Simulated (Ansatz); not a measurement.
| atom | x (Å) | y (Å) | z (Å) |
| --- | --- | --- | --- |
| Al | 0.1100 | 0.5769 | -0.0449 |
| H | -0.3125 | -0.4770 | 1.8828 |
| O | 1.6164 | -0.0800 | -0.5252 |
| H | 1.6674 | -0.9014 | -1.0379 |
| F | -1.3183 | -0.2033 | -0.4464 |
| O | 0.0302 | 2.1564 | 0.6137 |
| H | 0.8175 | 2.7225 | 0.6324 |
| H | -0.0590 | 0.2220 | 2.1033 |

Theory: RKS PBE/def2-SVP in Ansatz 0.2.0.

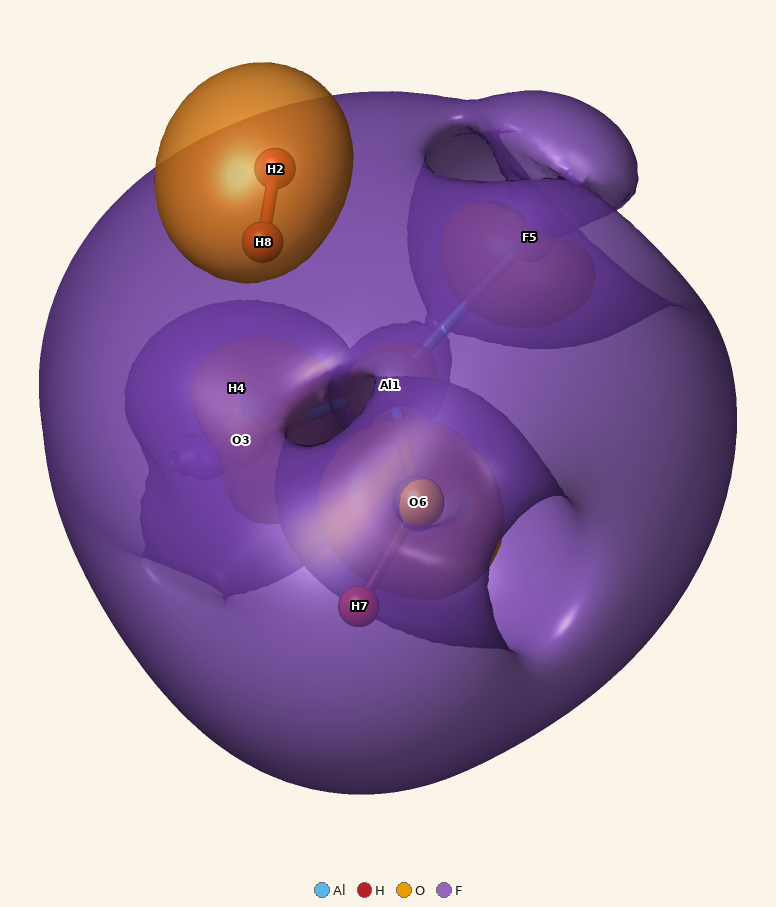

AlFH2O2···H2. One frontier orbital at ±0.05 Å⁻³ᐟ² (orange and purple are the two phases), seen at an oblique angle.

Which orbital is it: HOMO or LUMO?

The LUMO, at −0.80 eV. Its weight (Hirshfeld) is mainly on Al1 (about 50 %), O3 (about 10 %), O6 (about 10 %), H4 (about 10 %), F5 (about 10 %) and H7 (about 5 %).
